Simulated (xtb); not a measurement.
Energy and gradient calculation, with input and output: CH5Ge2NO

The run: energy and gradient calculation of CH5Ge2NO, multiplicity 3. Method and program: GFN2-xTB (xtb 6.7.1).

The geometry is that of the parent species in another charge or spin state. The geometry comes from this level: GFN2-xTB.

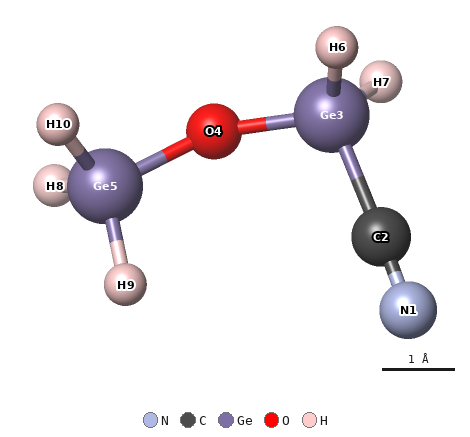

Figure 1. The structure (ball-and-stick view, seen at a tilt; atoms are numbered from 1 in the order of the input). Sticks mark near contacts.

The input (struc.tmol):
```
$coord
      2.054453550909     -4.810543514631      2.935292692120  n
      2.352727922420     -3.151250593642      1.579848834710  c
      2.750364093564     -0.317511783460     -0.673101548330  ge
     -0.233702429832      0.807385486746     -1.391764393526  o
     -3.221378330127      1.591470650376     -0.176746084436  ge
      4.258478924583      1.686032545652      0.676162904652  h
      3.802015579180     -1.171516813701     -3.162607847651  h
     -4.830669097858      1.541033860110     -2.498728162809  h
     -3.943102531644     -0.352396127720      1.752607597023  h
     -2.989168783933      4.177296290269      0.959054905509  h
$end
```

Machine: 1 thread of Intel Xeon @ 2.50GHz (Skylake/Cascade Lake), 16 GiB of memory available, shared host.

Command:
```bash
xtb struc.tmol --grad --chrg 0 --uhf 2 --json | tee struc.out
```

Log:
```
* xtb version 6.7.1
   ID    Z sym.   atoms
    1    7 n      1
    2    6 c      2
    3   32 ge     3, 5
    4    8 o      4
    5    1 h      6-10

           -------------------------------------------------
          |                Calculation Setup                |
           -------------------------------------------------

          program call               : xtb struc.tmol --grad --chrg 0 --uhf 2 --json
          coordinate file            : struc.tmol
          omp threads                :                     1

           -------------------------------------------------
          |                 G F N 2 - x T B                 |
           -------------------------------------------------

      * Hamiltonian:
        H0-scaling (s, p, d)           1.850000    2.230000    2.230000
        zeta-weighting                 0.500000
      * Dispersion:
        s8                             2.700000
        a1                             0.520000
        a2                             5.000000
        s9                             5.000000
      * Repulsion:
        kExp                           1.500000    1.000000
        rExp                           1.000000
      * Coulomb:
        alpha                          2.000000
        third order                    shell-resolved
        anisotropic                    true
        a3                             3.000000
        a5                             4.000000
        cn-shift                       1.200000
        cn-exp                         4.000000
        max-rad                        5.000000

          ...................................................
          :                      SETUP                      :
          :.................................................:
          :  # basis functions                  37          :
          :  # atomic orbitals                  35          :
          :  # shells                           17          :
          :  # electrons                        28          :
          :  max. iterations                   250          :
          :  Hamiltonian                  GFN2-xTB          :
          :  restarted?                      false          :
          :  GBSA solvation                  false          :
          :  PC potential                    false          :
          :  electronic temp.          300.0000000     K    :
          :  accuracy                    1.0000000          :
          :  -> integral cutoff          0.2500000E+02      :
          :  -> integral neglect         0.1000000E-07      :
          :  -> SCF convergence          0.1000000E-05 Eh   :
          :  -> wf. convergence          0.1000000E-03 e    :
          :  Broyden damping             0.4000000          :
          :  net charge                          0          :
          :  unpaired electrons                  2          :
          ...................................................

 iter      E             dE          RMSdq      gap      omega  full diag
   1    -14.7751159 -0.147751E+02  0.109E+01    0.93       0.0  T
   2    -14.6328807  0.142235E+00  0.916E+00    0.04       1.0  T
   3    -15.4406760 -0.807795E+00  0.576E+00    0.14       1.0  T
   4    -15.4479271 -0.725114E-02  0.379E+00    0.09       1.0  T
   5    -15.4708069 -0.228798E-01  0.216E+00    0.02       1.0  T
   6    -15.4697853  0.102164E-02  0.147E+00    0.05       1.0  T
   7    -15.4755251 -0.573978E-02  0.472E-01    0.03       1.0  T
   8    -15.4762433 -0.718209E-03  0.181E-01    0.05       1.0  T
   9    -15.4763439 -0.100572E-03  0.104E-01    0.05       1.0  T
  10    -15.4763505 -0.666793E-05  0.679E-02    0.04       1.0  T
  11    -15.4763638 -0.132714E-04  0.312E-02    0.04       1.0  T
  12    -15.4763652 -0.141702E-05  0.964E-03    0.04       3.3  T
  13    -15.4763652 -0.355616E-07  0.512E-03    0.04       6.2  T
  14    -15.4763653 -0.575541E-07  0.264E-03    0.04      12.0  T
  15    -15.4763653 -0.105607E-07  0.392E-04    0.04      80.7  T
  16    -15.4763653 -0.420847E-09  0.272E-04    0.04     116.2  T

   *** convergence criteria satisfied after 16 iterations ***

         #    Occupation            Energy/Eh            Energy/eV
      -------------------------------------------------------------
         1        2.0000           -0.7004120             -19.0592
       ...           ...                  ...                  ...
         9        2.0000           -0.4797173             -13.0538
        10        2.0000           -0.4734966             -12.8845
        11        2.0000           -0.4595041             -12.5037
        12        2.0000           -0.4510938             -12.2749
        13        1.9998           -0.4395870             -11.9618
        14        1.0002           -0.4229703             -11.5096
        15        0.7000           -0.2309910              -6.2856 (HOMO)
        16        0.3000           -0.2293808              -6.2418 (LUMO)
        17                         -0.1664056              -4.5281
        18                         -0.1411199              -3.8401
        19                         -0.1282887              -3.4909
        20                         -0.1152108              -3.1350
       ...                                ...                  ...
        35                          1.2251314              33.3375
      -------------------------------------------------------------
                  HL-Gap            0.0016101 Eh            0.0438 eV
             Fermi-level           -0.3307323 Eh           -8.9997 eV

 transition dipole moment (au) for excitation:          14          15
     X       Y       Z
   0.1549  -0.0255  -0.0321  total (au/Debye):    0.160   0.407
 dE (eV)             :    5.224
 oscillator strength :  0.46488E-02

 SCC (total)                   0 d,  0 h,  0 min,  0.013 sec
 SCC setup                      ...        0 min,  0.000 sec (  0.713%)
 Dispersion                     ...        0 min,  0.000 sec (  0.308%)
 classical contributions        ...        0 min,  0.000 sec (  0.129%)
 integral evaluation            ...        0 min,  0.001 sec ( 10.403%)
 iterations                     ...        0 min,  0.007 sec ( 51.665%)
 molecular gradient             ...        0 min,  0.003 sec ( 20.560%)
 printout                       ...        0 min,  0.002 sec ( 16.128%)

         :::::::::::::::::::::::::::::::::::::::::::::::::::::
         ::                     SUMMARY                     ::
         :::::::::::::::::::::::::::::::::::::::::::::::::::::
         :: total energy             -15.324261011012 Eh    ::
         :: gradient norm              0.183313685408 Eh/a0 ::
         :: HOMO-LUMO gap              0.043814089439 eV    ::
         ::.................................................::
         :: SCC energy               -15.476353553701 Eh    ::
         :: -> isotropic ES            0.018946077126 Eh    ::
         :: -> anisotropic ES         -0.001042597651 Eh    ::
         :: -> anisotropic XC          0.005774166459 Eh    ::
         :: -> dispersion             -0.006268497225 Eh    ::
         :: repulsion energy           0.152092542689 Eh    ::
         :: add. restraining           0.000000000000 Eh    ::
         :: total charge               0.000000000875 e     ::
         :::::::::::::::::::::::::::::::::::::::::::::::::::::

           -------------------------------------------------
          |                Property Printout                |
           -------------------------------------------------

    * Orbital Energies and Occupations

         #    Occupation            Energy/Eh            Energy/eV
      -------------------------------------------------------------
         1        2.0000           -0.7004120             -19.0592
       ...           ...                  ...                  ...
         3        2.0000           -0.6399038             -17.4127
         4        2.0000           -0.6143802             -16.7181
         5        2.0000           -0.5189632             -14.1217
         6        2.0000           -0.5077240             -13.8159
         7        2.0000           -0.5063315             -13.7780
         8        2.0000           -0.4893617             -13.3162
         9        2.0000           -0.4797173             -13.0538
        10        2.0000           -0.4734966             -12.8845
        11        2.0000           -0.4595041             -12.5037
        12        2.0000           -0.4510938             -12.2749
        13        1.9998           -0.4395870             -11.9618
        14        1.0002           -0.4229703             -11.5096
        15        0.7000           -0.2309910              -6.2856 (HOMO)
        16        0.3000           -0.2293808              -6.2418 (LUMO)
        17                         -0.1664056              -4.5281
        18                         -0.1411199              -3.8401
        19                         -0.1282887              -3.4909
        20                         -0.1152108              -3.1350
        21                         -0.0993901              -2.7045
        22                         -0.0730553              -1.9879
        23                         -0.0340866              -0.9275
        24                          0.0214483               0.5836
        25                          0.0412000               1.1211
        26                          0.0667346               1.8159
       ...                                ...                  ...
        35                          1.2251314              33.3375
      -------------------------------------------------------------
                  HL-Gap            0.0016101 Eh            0.0438 eV
             Fermi-level           -0.3307323 Eh           -8.9997 eV

     #   Z          covCN         q      C6AA      α(0)
     1   7 n        0.912    -0.176    24.815     7.204
     2   6 c        1.804     0.018    30.723     8.957
     3  32 ge       3.611     0.240   167.393    23.256
     4   8 o        1.562    -0.384    20.604     6.124
     5  32 ge       3.656     0.217   167.577    23.253
     6   1 h        0.936     0.022     2.697     2.568
     7   1 h        0.938     0.031     2.568     2.505
     8   1 h        0.939     0.010     2.890     2.658
     9   1 h        0.938     0.021     2.716     2.577
    10   1 h        0.938     0.002     3.026     2.720

 Mol. C6AA /au·bohr⁶  :       2402.199186
 Mol. C8AA /au·bohr⁸  :     122130.322075
 Mol. α(0) /au        :         81.822515

Wiberg/Mayer (AO) data.
largest (>0.10) Wiberg bond orders for each atom

 ---------------------------------------------------------------------------
     #   Z sym  total        # sym  WBO       # sym  WBO       # sym  WBO
 ---------------------------------------------------------------------------
     1   7 n    2.793 --     2 c    2.485     3 ge   0.140
     2   6 c    3.474 --     1 n    2.485     3 ge   0.849
     3  32 ge   3.623 --     4 o    1.054     2 c    0.849     6 h    0.779
                             7 h    0.777     1 n    0.140
     4   8 o    2.404 --     3 ge   1.054     5 ge   1.036
     5  32 ge   3.561 --     4 o    1.036    10 h    0.829     8 h    0.828
                             9 h    0.811
     6   1 h    0.991 --     3 ge   0.779
     7   1 h    0.991 --     3 ge   0.777
     8   1 h    0.997 --     5 ge   0.828
     9   1 h    0.999 --     5 ge   0.811
    10   1 h    0.997 --     5 ge   0.829
 ---------------------------------------------------------------------------

Topologies differ in total number of bonds
Writing topology from bond orders to xtbtopo.mol

molecular dipole:
                 x           y           z       tot (Debye)
 q only:       -0.189       0.765      -0.223
   full:       -0.194       1.079      -0.456       3.018
molecular quadrupole (traceless):
                xx          xy          yy          xz          yz          zz
 q only:        7.355       0.474      -4.999      -2.673       4.376      -2.356
  q+dip:        3.293       4.443      -3.976      -3.371       5.003       0.682
   full:        6.450       2.851      -5.217      -3.553       5.617      -1.233

           -------------------------------------------------
          | TOTAL ENERGY              -15.324261011012 Eh   |
          | GRADIENT NORM               0.183313685408 Eh/α |
          | HOMO-LUMO GAP               0.043814089439 eV   |
           -------------------------------------------------

------------------------------------------------------------------------
------------------------------------------------------------------------
 total:
 *  cpu-time:     0 d,  0 h,  0 min,  0.024 sec
 * ratio c/w:     1.000 speedup
 SCF:
 *  cpu-time:     0 d,  0 h,  0 min,  0.013 sec
 * ratio c/w:     1.000 speedup
```

Standard error:
```
normal termination of xtb
```

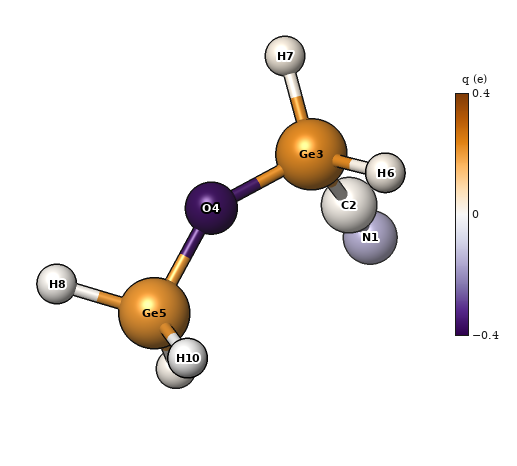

Figure 2. Mulliken charges, as the colour of each atom (ball-and-stick view, seen at a tilt; atoms are numbered from 1 in the order of the input). By element: N −0.18, C +0.02, Ge +0.22 to +0.24, O −0.38 and H 0.00 to +0.03 e.

Results in brief:

| quantity | value |
| --- | --- |
| outcome | converged |
| electrons treated | 28 |
| total energy | −15.324261 hartree |
| dispersion energy | −0.006268 hartree |
| basis functions | 37 |
| largest force | 6.966 eV/Å |
| dipole moment | 3.02 D |
| peak memory | 0.07 GiB |
